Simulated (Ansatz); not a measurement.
# C₁₀H₂₄GeO₃ (GeMe(OiPr)3): what the fields show

Input file:

```
crystal:
  periodic: [false, false, false]
  atoms:
    - {symbol: Ge, position_ang: [0.262196, -0.174785, 1.070956]}
    - {symbol: C, position_ang: [0.633973, 0.234376, 2.917548]}
    - {symbol: H, position_ang: [-0.258070, 0.645409, 3.411270]}
    - {symbol: H, position_ang: [1.457723, 0.959025, 2.987789]}
    - {symbol: H, position_ang: [0.933151, -0.691849, 3.428285]}
    - {symbol: O, position_ang: [1.812903, -0.600703, 0.329280]}
    - {symbol: C, position_ang: [1.872373, -1.271314, -0.936628]}
    - {symbol: C, position_ang: [3.184716, -2.034611, -0.973559]}
    - {symbol: C, position_ang: [1.746427, -0.266584, -2.073545]}
    - {symbol: H, position_ang: [1.033518, -1.993181, -0.998550]}
    - {symbol: H, position_ang: [4.030326, -1.334091, -0.880267]}
    - {symbol: H, position_ang: [3.291368, -2.590057, -1.918610]}
    - {symbol: H, position_ang: [3.236133, -2.748323, -0.137969]}
    - {symbol: H, position_ang: [0.795186, 0.283406, -2.002274]}
    - {symbol: H, position_ang: [2.569317, 0.465574, -2.024587]}
    - {symbol: H, position_ang: [1.785308, -0.771540, -3.052251]}
    - {symbol: O, position_ang: [-0.561155, 1.158678, 0.211689]}
    - {symbol: C, position_ang: [-0.247779, 2.523283, 0.494240]}
    - {symbol: C, position_ang: [-1.370379, 3.365684, -0.086050]}
    - {symbol: C, position_ang: [1.115641, 2.898977, -0.072489]}
    - {symbol: H, position_ang: [-0.227266, 2.676892, 1.595369]}
    - {symbol: H, position_ang: [-1.419098, 3.221115, -1.177254]}
    - {symbol: H, position_ang: [-1.210833, 4.435622, 0.119965]}
    - {symbol: H, position_ang: [-2.337380, 3.063515, 0.342920]}
    - {symbol: H, position_ang: [1.907473, 2.243794, 0.325518]}
    - {symbol: H, position_ang: [1.112936, 2.788769, -1.168750]}
    - {symbol: H, position_ang: [1.371511, 3.942068, 0.173511]}
    - {symbol: O, position_ang: [-0.811968, -1.559768, 0.831980]}
    - {symbol: C, position_ang: [-2.158854, -1.442688, 0.353981]}
    - {symbol: C, position_ang: [-2.919805, -2.642903, 0.890776]}
    - {symbol: C, position_ang: [-2.171615, -1.368763, -1.165980]}
    - {symbol: H, position_ang: [-2.613219, -0.512705, 0.751230]}
    - {symbol: H, position_ang: [-2.463219, -3.573350, 0.516457]}
    - {symbol: H, position_ang: [-3.974310, -2.616051, 0.573792]}
    - {symbol: H, position_ang: [-2.882416, -2.662771, 1.990511]}
    - {symbol: H, position_ang: [-1.628036, -0.474832, -1.506924]}
    - {symbol: H, position_ang: [-1.693126, -2.265744, -1.592938]}
    - {symbol: H, position_ang: [-3.203670, -1.309547, -1.548413]}
basis:
  gaussian: {orbitals: def2-TZVP, fitting: {mean_field: def2-universal-jkfit}, initial_orbitals: start.molden}
hamiltonian: {xc: pbe0, dispersion: d4}
scf: {omitted_lower_state_checks: [starts]}
output: {forces: true, orbitals: {seedname: orbitals}}
```

Command:

```sh
ansatz run in.yaml --threads 2 --pin off --events-out ev --progress --plain --max-ram 22528MiB --backend cuda --devices 0, --max-vram 18GiB
```

Geometry: r2SCAN-D4/def2-SVP.

The calculation used RKS PBE0-D4/def2-TZVP in Ansatz 0.2.0.

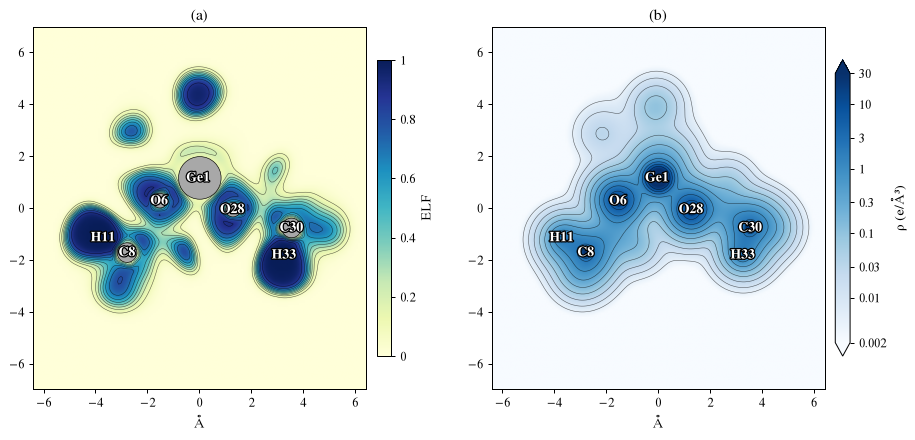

Figure 1. (a) ELF; (b) electron density on the plane of atoms O6, Ge1 and O28. Grey discs cover the atomic cores in the ELF map.

Q: Read the bonding off the picture.

A: The plane passes through Ge, O, C and H nuclei.
Ge–O (1.77 Å): ρ is about 1 e/Å³ halfway; the ELF peaks at about 0.85 in the valence shell of O, 0.6 Å from its nucleus, and is about 0.35 at the midpoint.
C–H (1.10 Å): ρ at the midpoint is about 1.9 e/Å³; the ELF climbs to about 1 towards the hydrogen, as it does in any bond to H; an ordinary covalent bond to hydrogen.
The ELF also peaks beside O28 and O6, away from the bonds: lone-pair regions.

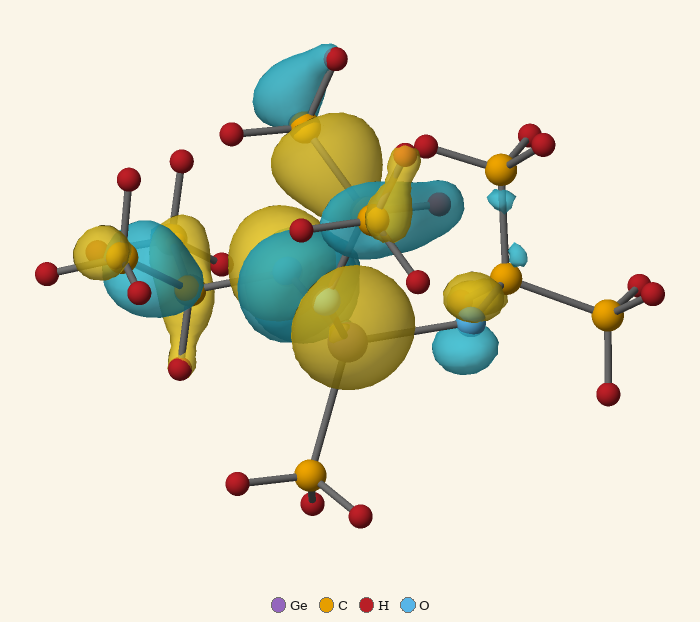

Figure 2. The HOMO at ±0.1 Å⁻³ᐟ² (yellow and cyan are the two phases), seen from one side.

Q: Describe this orbital and give its energy.

A: Its weight (Hirshfeld) is mainly on O6 (about 35 %), O17 (about 20 %), C7 (about 5 %) and C9 (about 5 %). Its energy is −7.60 eV.

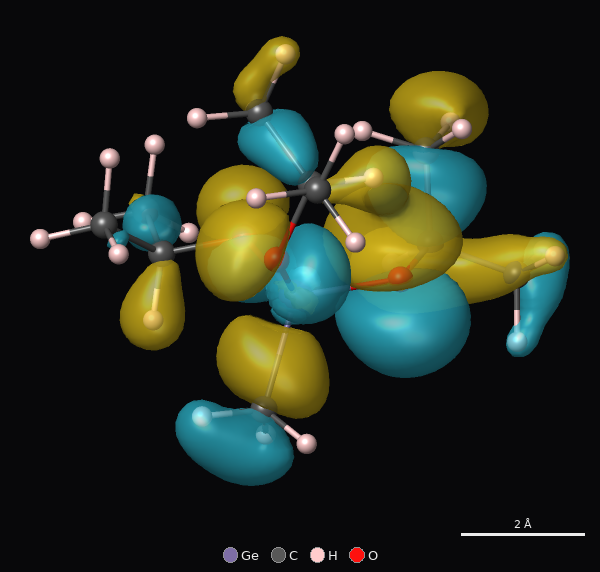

Figure 3. The HOMO−1 at ±0.06 Å⁻³ᐟ² (yellow and cyan are the two phases), seen from one side.

Q: What is the character of this orbital?

A: It lies mainly on O28 (about 35 %), O6 (about 10 %), C29 (about 10 %), C31 (about 5 %) and Ge1 (about 5 %). Its energy is −7.66 eV.
